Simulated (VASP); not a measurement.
Band structure of MnO2 (rutile). Computed with RPBE GGA, VASP's PBE PAW potentials (set 64) (plane waves; VASP).

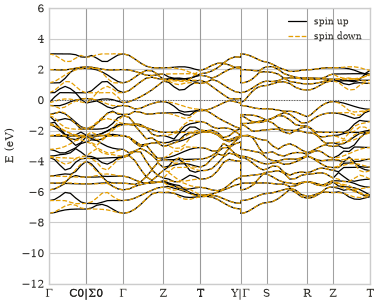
Fig. 1. Bands along high-symmetry lines, zero at the valence-band maximum or, without a gap, the Fermi level

Question: Read the plot: is there a gap, and where are the band edges?

Answer: It has no gap at this level: it comes out as a metal or semimetal. (Edges off the drawn lines would not show.)

The compound is MnO2 in the rutile structure. It was relaxed first.
